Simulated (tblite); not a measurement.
## Saddle-point search of C₂H₉OPSi₂

The run: saddle-point search of C₂H₉OPSi₂, SMILES C=CO[SiH2]P[SiH3]. Method and program: GFN2-xTB saddle search (eigenvector following) and harmonic vibrations, gas phase (tblite 0.8.0).

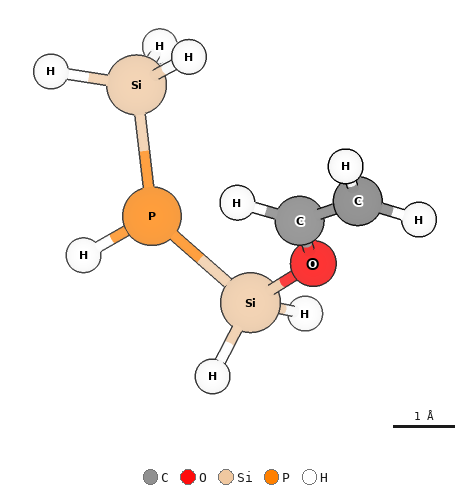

Fig. 1: The input geometry (ball-and-stick view, seen at a tilt). Bond lengths as drawn: C–C 1.32 Å, C–H 1.07 to 1.09 Å, C–O 1.35 Å, H–P 1.35 Å, H–Si 1.46 to 1.47 Å, O–Si 1.62 Å and P–Si 2.20 Å.

Input
```
{"job": {"xc": "GFN2-xTB", "basis": "xTB", "kind": "saddle"}, "charge": 0, "multiplicity": 1}
C     -2.427083     0.986314     1.438084
C     -1.599175     0.459841     0.554068
O     -1.384603    -0.868185     0.465083
Si    -0.561137    -1.729169    -0.639549
P      1.275236    -0.627201    -1.145465
Si     2.617118     0.792982    -0.144348
H     -2.572949     2.047801     1.499850
H     -2.979215     0.365280     2.120545
H     -1.027891     1.065288    -0.143964
H     -0.365062    -2.954130     0.127229
H     -1.297215    -1.887456    -1.895093
H      1.676092    -0.928044    -2.403413
H      3.256080     1.554183    -1.215380
H      1.758850     1.611400     0.713039
H      3.630955     0.111096     0.669315
```

The first line tells a small driver script what to run in tblite; the rest is the geometry in Å.

Run on 1 CPU thread, shared host.

Launch command:
```bash
OMP_NUM_THREADS=1 python <driver script> task.json out
```

The program's output
```
step      E/eV     max force
  0    -514.73490   0.2378
  1    -514.73280   0.1125
  2    -514.73420   0.1122
  3    -514.73774   0.1094
  4    -514.73986   0.1455
  5    -514.74116   0.2200
  6    -514.74526   0.0737
  7    -514.74653   0.0941
  8    -514.74699   0.0944
  9    -514.74642   0.1726
 10    -514.74758   0.0281
 11    -514.74830   0.0233
 12    -514.74890   0.0652
 13    -514.74867   0.0115
 14    -514.74913   0.0208
 15    -514.74951   0.0272
 16    -514.74991   0.0159
 17    -514.75031   0.0361
 18    -514.75013   0.0062
 19    -514.75040   0.0127
 20    -514.75062   0.0157
 21    -514.75084   0.0093
 22    -514.75107   0.0213
 23    -514.75127   0.0249
 24    -514.75144   0.0256
 25    -514.75158   0.0171
 26    -514.75173   0.0212
 27    -514.75178   0.0065
 28    -514.75178   0.0285
 29    -514.75182   0.0073
 30    -514.75183   0.0168
 31    -514.75185   0.0000
lowest wavenumbers (cm-1): -373.6 30.5 49.5 54.6 89.2 106.1
```

Trajectory as extended XYZ (Å, eV, eV/Å), 7 of the 12 frames kept, from step=0 to step=31
```
15
Properties=species:S:1:pos:R:3:forces:R:3 step=0 energy=-514.73490
C    -2.4271    0.9863    1.4381   -0.0100  -0.0010   0.0160
C    -1.5992    0.4598    0.5541    0.0160  -0.0040  -0.0010
O    -1.3846   -0.8682    0.4651   -0.0010   0.0020  -0.0230
Si   -0.5611   -1.7292   -0.6395    0.0430  -0.0570   0.0190
P     1.2752   -0.6272   -1.1455   -0.1490   0.1690  -0.0760
Si    2.6171    0.7930   -0.1443    0.0190  -0.0600   0.0100
H    -2.5729    2.0478    1.4999    0.0130   0.0030  -0.0140
H    -2.9792    0.3653    2.1205   -0.0100  -0.0070   0.0040
H    -1.0279    1.0653   -0.1440    0.0050   0.0040   0.0090
H    -0.3651   -2.9541    0.1272    0.0060   0.0070  -0.0090
H    -1.2972   -1.8875   -1.8951    0.0110   0.0160   0.0150
H     1.6761   -0.9280   -2.4034    0.0570  -0.0820   0.0550
H     3.2561    1.5542   -1.2154   -0.0110   0.0130   0.0040
H     1.7588    1.6114    0.7130    0.0130   0.0020  -0.0050
H     3.6310    0.1111    0.6693   -0.0030  -0.0050  -0.0030
15
Properties=species:S:1:pos:R:3:forces:R:3 step=5 energy=-514.74116
C    -2.4169    0.9980    1.4332   -0.0460  -0.0210   0.0470
C    -1.5415    0.4631    0.5999    0.0320  -0.0050  -0.0330
O    -1.4412   -0.8701    0.4168    0.0120   0.1160  -0.0070
Si   -0.6136   -1.7269   -0.6855    0.0050  -0.0060  -0.0120
P     1.3290   -0.7490   -1.0218    0.0880  -0.0720  -0.1780
Si    2.5779    0.8533   -0.1862    0.0200  -0.0330  -0.0070
H    -2.4649    2.0640    1.5691   -0.0150  -0.0860   0.0070
H    -3.1032    0.3817    1.9969    0.1210   0.1160  -0.1010
H    -0.8392    1.0666    0.0213   -0.1060  -0.1120   0.0890
H    -0.5248   -3.0058    0.0109    0.0030   0.0090  -0.0070
H    -1.3157   -1.7682   -1.9716    0.0040  -0.0030   0.0100
H     1.8817   -1.2622   -2.1583   -0.0830   0.0760   0.1890
H     2.9640    1.7596   -1.2709   -0.0100   0.0000   0.0090
H     1.7275    1.5057    0.8060   -0.0070   0.0100   0.0110
H     3.7808    0.2902    0.4400   -0.0190   0.0110  -0.0180
15
Properties=species:S:1:pos:R:3:forces:R:3 step=11 energy=-514.74830
C    -2.3625    1.0305    1.4147   -0.0020   0.0000   0.0010
C    -1.5193    0.4698    0.5667    0.0010   0.0000  -0.0010
O    -1.4742   -0.8603    0.3618    0.0000  -0.0010  -0.0010
Si   -0.6276   -1.7417   -0.7063    0.0000   0.0000   0.0000
P     1.3296   -0.7802   -0.9949    0.0020   0.0000  -0.0040
Si    2.5235    0.8655   -0.1674    0.0110   0.0120   0.0060
H    -2.3665    2.0929    1.5668   -0.0010   0.0010   0.0000
H    -3.0666    0.4399    1.9734    0.0010   0.0020  -0.0020
H    -0.7988    1.0482   -0.0056   -0.0010  -0.0010   0.0010
H    -0.5619   -3.0161   -0.0001    0.0000   0.0000   0.0010
H    -1.3053   -1.7904   -2.0047    0.0000   0.0000   0.0010
H     1.9584   -1.3754   -2.0354   -0.0010   0.0010   0.0030
H     2.7119    1.9064   -1.1860   -0.0050  -0.0140   0.0180
H     1.7306    1.3588    0.9575    0.0140  -0.0080  -0.0130
H     3.8288    0.3521    0.2593   -0.0190   0.0090  -0.0100
15
Properties=species:S:1:pos:R:3:forces:R:3 step=16 energy=-514.74991
C    -2.3695    1.0475    1.3865    0.0000   0.0000  -0.0010
C    -1.5098    0.4748    0.5634    0.0000   0.0000   0.0000
O    -1.4762   -0.8557    0.3601    0.0000   0.0000   0.0000
Si   -0.6254   -1.7484   -0.6954    0.0000   0.0000   0.0000
P     1.3290   -0.7845   -0.9937    0.0000   0.0010   0.0000
Si    2.5193    0.8598   -0.1585    0.0050   0.0090   0.0040
H    -2.3632    2.1099    1.5385    0.0000   0.0000  -0.0010
H    -3.0977    0.4670    1.9244   -0.0010   0.0010  -0.0010
H    -0.7650    1.0429    0.0119    0.0010   0.0000   0.0000
H    -0.5570   -3.0148    0.0249    0.0000   0.0000   0.0000
H    -1.3013   -1.8127   -1.9938    0.0000   0.0000   0.0000
H     1.9588   -1.3808   -2.0324    0.0000   0.0000   0.0000
H     2.5969    1.9697   -1.1174   -0.0030  -0.0100   0.0120
H     1.7945    1.2595    1.0463    0.0090  -0.0050  -0.0100
H     3.8666    0.3659    0.1351   -0.0120   0.0060  -0.0050
15
Properties=species:S:1:pos:R:3:forces:R:3 step=19 energy=-514.75040
C    -2.3732    1.0541    1.3746    0.0010  -0.0020  -0.0010
C    -1.5054    0.4763    0.5637   -0.0010   0.0020   0.0010
O    -1.4770   -0.8542    0.3599    0.0000   0.0010   0.0000
Si   -0.6244   -1.7510   -0.6906    0.0000   0.0000   0.0000
P     1.3284   -0.7857   -0.9936    0.0000   0.0000   0.0000
Si    2.5180    0.8574   -0.1553    0.0040   0.0060   0.0040
H    -2.3621    2.1164    1.5274    0.0000   0.0000   0.0000
H    -3.1131    0.4781    1.9014    0.0020   0.0020  -0.0020
H    -0.7489    1.0399    0.0232   -0.0010  -0.0010   0.0020
H    -0.5543   -3.0142    0.0352    0.0000   0.0000   0.0000
H    -1.3000   -1.8217   -1.9887    0.0000   0.0000   0.0000
H     1.9575   -1.3813   -2.0331    0.0000   0.0000   0.0000
H     2.5527    1.9916   -1.0880   -0.0020  -0.0080   0.0090
H     1.8231    1.2206    1.0783    0.0070  -0.0040  -0.0090
H     3.8788    0.3736    0.0856   -0.0110   0.0050  -0.0040
15
Properties=species:S:1:pos:R:3:forces:R:3 step=25 energy=-514.75158
C    -2.3580    1.0832    1.3349   -0.0010  -0.0020   0.0010
C    -1.4784    0.4801    0.5558    0.0000   0.0010   0.0000
O    -1.4879   -0.8486    0.3410    0.0010   0.0040   0.0000
Si   -0.6271   -1.7649   -0.6863    0.0000   0.0000   0.0000
P     1.3264   -0.8015   -0.9862    0.0020   0.0000  -0.0020
Si    2.4872    0.8569   -0.1374    0.0080   0.0080   0.0040
H    -2.3143    2.1432    1.4973   -0.0010  -0.0030   0.0000
H    -3.1400    0.5309    1.8254    0.0060   0.0040  -0.0040
H    -0.6799    1.0204    0.0521   -0.0060  -0.0040   0.0030
H    -0.5611   -3.0189    0.0560    0.0000   0.0000   0.0000
H    -1.2963   -1.8526   -1.9863    0.0000   0.0000   0.0000
H     1.9788   -1.4162   -1.9992   -0.0010   0.0010   0.0030
H     2.3436    2.0668   -0.9600    0.0010  -0.0130   0.0100
H     1.9177    1.0797    1.1909    0.0080  -0.0020  -0.0130
H     3.8894    0.4414   -0.0981   -0.0160   0.0060  -0.0010
15
Properties=species:S:1:pos:R:3:forces:R:3 step=31 energy=-514.75185
C    -2.3548    1.0986    1.3118    0.0000   0.0000   0.0000
C    -1.4656    0.4825    0.5542    0.0000   0.0000   0.0000
O    -1.4964   -0.8436    0.3279    0.0000   0.0000   0.0000
Si   -0.6301   -1.7692   -0.6866    0.0000   0.0000   0.0000
P     1.3297   -0.8153   -0.9730    0.0000   0.0000   0.0000
Si    2.4736    0.8576   -0.1296    0.0000   0.0000   0.0000
H    -2.2934    2.1561    1.4841    0.0000   0.0000   0.0000
H    -3.1625    0.5597    1.7743    0.0000   0.0000   0.0000
H    -0.6415    1.0095    0.0784    0.0000   0.0000   0.0000
H    -0.5738   -3.0216    0.0593    0.0000   0.0000   0.0000
H    -1.2927   -1.8582   -1.9898    0.0000   0.0000   0.0000
H     2.0015   -1.4529   -1.9580    0.0000   0.0000   0.0000
H     2.2119    2.0961   -0.8761    0.0000   0.0000   0.0000
H     2.0079    1.0035    1.2487    0.0000   0.0000   0.0000
H     3.8862    0.4972   -0.2256    0.0000   0.0000   0.0000
```

Results in brief

| quantity | value |
| --- | --- |
| outcome | converged |
| total energy | −514.7519 eV |
| point group | C1 |
| wall time | 7.6 s |
| peak memory | 0.2 GiB |
